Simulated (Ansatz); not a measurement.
How far to go with the plane-wave cutoff: Cr (P-3m1, 2 atoms in the cell)

```yaml
crystal:
  lattice:
    - [2.43626, 0.00000, 0.00000]
    - [-1.21813, 2.10986, 0.00000]
    - [0.00000, 0.00000, 4.46821]
  atoms:
    - { symbol: Cr, position: [0.33333, 0.66667, 0.26119] }
    - { symbol: Cr, position: [0.66667, 0.33333, 0.75000] }
```

Method of the run: LDA (PW92), default PAW files made with PBE (plane waves; Ansatz, a program for electronic structure).

Base settings: basis.ecutwfc = 420 eV; kpoints.mp_grid.grid = 15 15 8; hamiltonian.xc = lda; hamiltonian.pseudopotentials = {kind: paw} (the program's default PAW files); scf.occupations.method = gaussian; scf.occupations.width = 0.1 eV.

The second cell is the first with its lattice scaled by 0.98.

The mesh stays at the base's, so the ladder's end is converged at best in this setting alone.

The first pressure column holds Ansatz's estimate of the finite-basis (Pulay) stress, which hides part of the cutoff error; the other is without it.

Only quantities that move along the ladder and can be compared are tabulated.

The count of work is k-points × plane waves × bands × iterations; it is no time. 

The starting cell comes from a database of computed structures (which also holds hypothetical and non-ambient phases and stackings), without a prior relaxation at this level. Its lattice was rescaled by up to half a per cent. One atom was moved a little off its site on purpose. Spin polarisation is off. In the base run, with a pressure of about -7 GPa the cell is away from its equilibrium volume at this level.

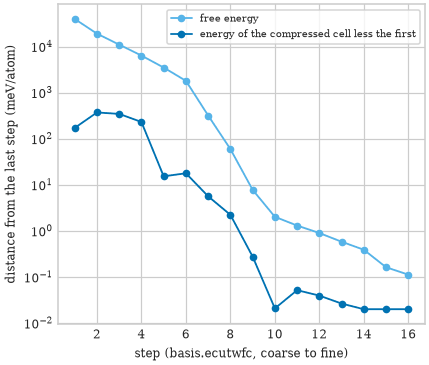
Figure: Distance from the last step along the ladder; very small values are drawn at a floor.

| basis.ecutwfc | free energy less the last step's (meV/atom) | energy of the compressed cell less the first (meV/atom) | pressure (GPa) | pressure without the Pulay estimate (GPa) | largest difference of a force vector from the last step's (eV/Å) | count of work / last |
|---|---|---|---|---|---|---|
| 145 eV | 39601.64 | 176.84 | 3.50 | -1660.33 | 0.693 | 0.077 |
| 170 eV | 19015.12 | -365.44 | -101.97 | -949.91 | 1.425 | 0.094 |
| 190 eV | 10989.19 | -339.91 | -82.89 | -615.84 | 1.007 | 0.095 |
| 210 eV | 6365.64 | -225.09 | -44.33 | -394.23 | 0.798 | 0.10 |
| 230 eV | 3497.73 | -9.75 | -8.73 | -243.65 | 0.262 | 0.12 |
| 250 eV | 1802.45 | 23.33 | 2.21 | -146.32 | 0.101 | 0.13 |
| 295 eV | 318.67 | 11.17 | -6.28 | -41.59 | 0.085 | 0.16 |
| 335 eV | 59.58 | 3.30 | -7.44 | -15.47 | 0.011 | 0.21 |
| 380 eV | 7.78 | 5.26 | -6.76 | -8.01 | 0.003 | 0.20 |
| 420 eV | 2.02 | 5.55 | -6.69 | -6.84 | 0.000 | 0.26 |
| 460 eV | 1.31 | 5.59 | -6.68 | -6.73 | 0.000 | 0.31 |
| 505 eV | 0.90 | 5.57 | -6.69 | -6.72 | 0.000 | 0.36 |
| 565 eV | 0.58 | 5.56 | -6.69 | -6.71 | 0.000 | 0.43 |
| 630 eV | 0.39 | 5.55 | -6.69 | -6.71 | 0.000 | 0.50 |
| 735 eV | 0.16 | 5.54 | -6.69 | -6.70 | 0.000 | 0.65 |
| 840 eV | 0.11 | 5.54 | -6.69 | -6.70 | 0.000 | 0.77 |
| 1010 eV | 0.00 | 5.53 | -6.70 | -6.70 | 0.000 | 1.0 |

Coarsest basis.ecutwfc that holds the energy of the compressed cell less the first within 0.5 meV/atom of the last step, with all finer ones: 380 eV, at 0.20 of the last step's count of work; the step before is off by 2.2 meV/atom.

Coarsest basis.ecutwfc that holds the pressure without the Pulay estimate within 1 GPa of the last step, with all finer ones: 420 eV, at 0.26 of the last step's count of work; the step before is off by 1.3 GPa.

Coarsest basis.ecutwfc that holds the forces within 0.01 eV/Å of the last step, with all finer ones: 380 eV, at 0.20 of the last step's count of work; the step before is off by 0.011 eV/Å.

The energy difference between the two cells stays within 1 meV/atom of the last step's from 380 eV on, the total only from 505 eV on: much of the error is common to both cells and cancels.

At the lowest cutoff the pressure without the Pulay estimate lies 1650 GPa under the last step's, the usual sign of Pulay stress in an incomplete plane-wave basis.

Keys are those of Ansatz 0.2.
